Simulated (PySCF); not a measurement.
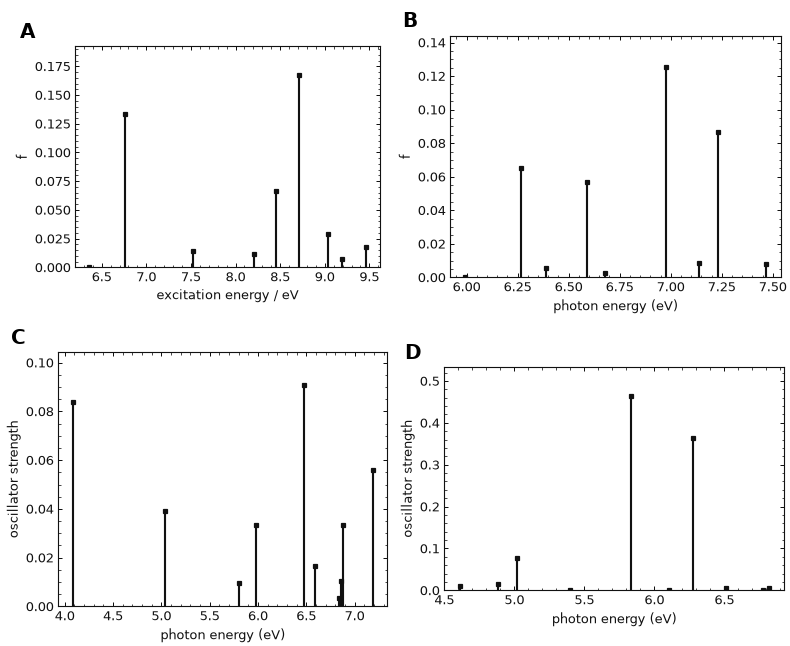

Vertical TDDFT excitations, PBE0/def2-SVPD, PySCF, at a PBE0-D3(BJ)/def2-SVP geometry (no frequency check), gas phase. Each panel shows the lowest singlet states that were computed.

### Assign the panels.
1. C₆H₁₀Si, SMILES CC#CC1C[SiH2]C1
2. C₄H₁₂AsB, SMILES B[AsH]C(C)(C)C
3. P₂H₃F₂⁺, SMILES F[PH+](F)P
4. C₈H₁₁P, SMILES CCc1ccc(C)cp1

A: 3 (S1 at 6.36 eV, brightest at 8.71 eV)
B: 1 (S1 at 5.99 eV, brightest at 6.98 eV)
C: 2 (S1 at 4.09 eV, brightest at 6.48 eV)
D: 4 (S1 at 4.61 eV, brightest at 5.83 eV)

Caveats, for all or some of the runs: core orbitals are frozen in the response; one conformer of a flexible molecule; states above the negative HOMO energy depend on the basis.
